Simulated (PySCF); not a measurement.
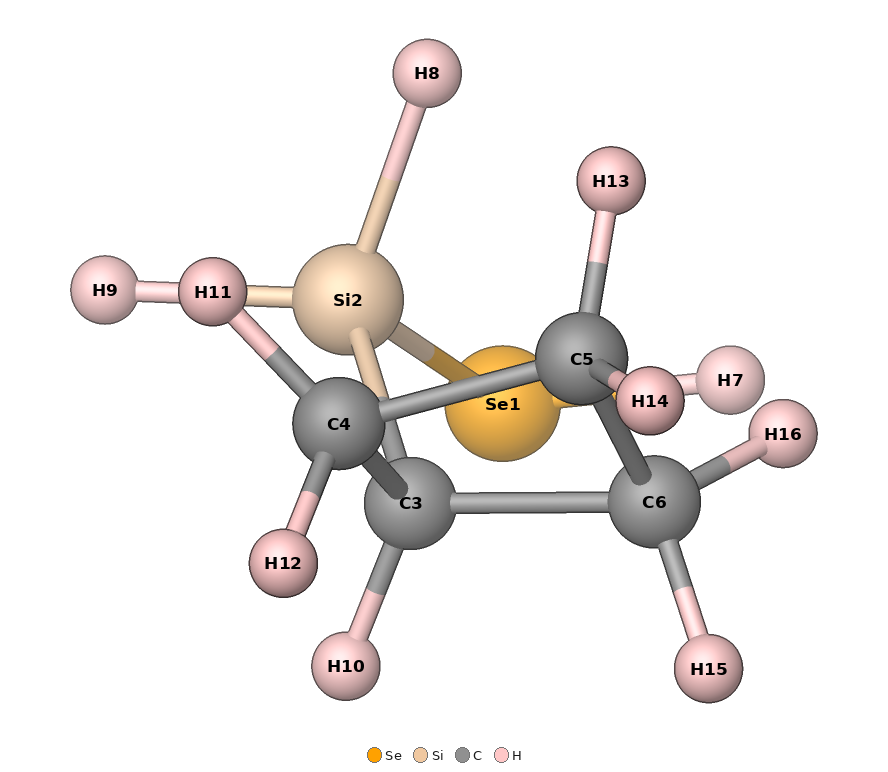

Depth is shown by fading: the farther an atom, the more it takes the colour of the background. The geometry was computed by an optimisation with PBE0-D3(BJ)/def2-SVP. No frequency run is at hand to confirm it as a minimum.

What is the conformation of the ring C3–C4–C5–C6?

It is puckered (butterfly). The Cremer–Pople amplitude Q is 0.22 Å.

Give the torsion angles round the ring, beginning with the bond from its second to its third atom.

−16°, 16°, −16°, 16°.
